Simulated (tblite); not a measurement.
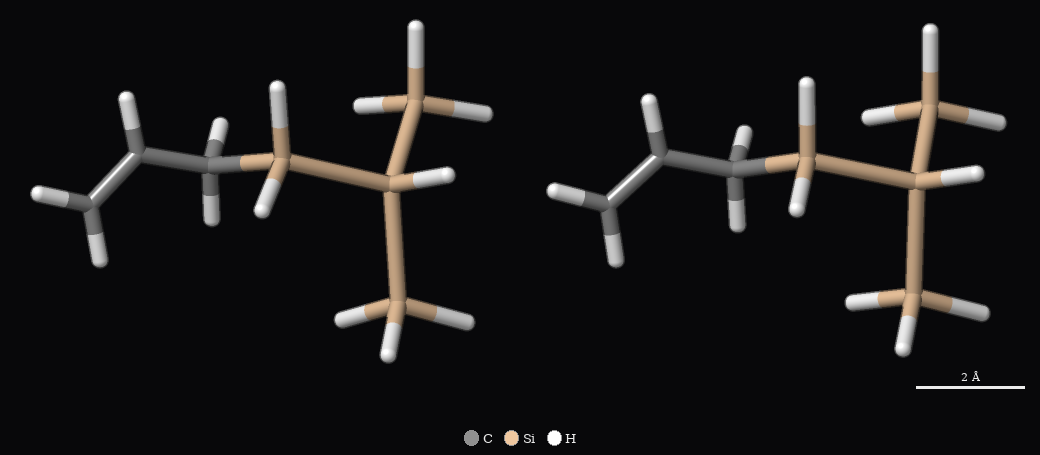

Two geometries of C3H14Si4, drawn at one scale. One is the start of a relaxation, the other its converged end. The picture is a stick view, seen at a tilt.

Computed with GFN2-xTB geometry optimisation, gas phase (tblite). 

Which one is relaxed?

Answer. The left one is the relaxed one. After 76 geometry steps the energy has fallen by 6.75 kcal/mol. An H atom moves most after the best rigid fit: 0.36 Å. Largest moves by element: H 0.36 Å, Si 0.19 Å, C 0.18 Å. Near-neighbour distances that change, for instance: C–Si 1.864 → 1.916 Å, Si–Si 2.284 → 2.331 Å, H–Si 1.498 → 1.471 Å, C–C 1.342 → 1.321 Å. Bond angles that change, for instance: Si–Si–Si 106.1° → 113.7°, Si–Si–H 108.7° → 115.6°, Si–Si–H 112.1° → 105.8°. Cost: 0.7 s on 1 thread of Arm Neoverse V2, with other jobs on the host.
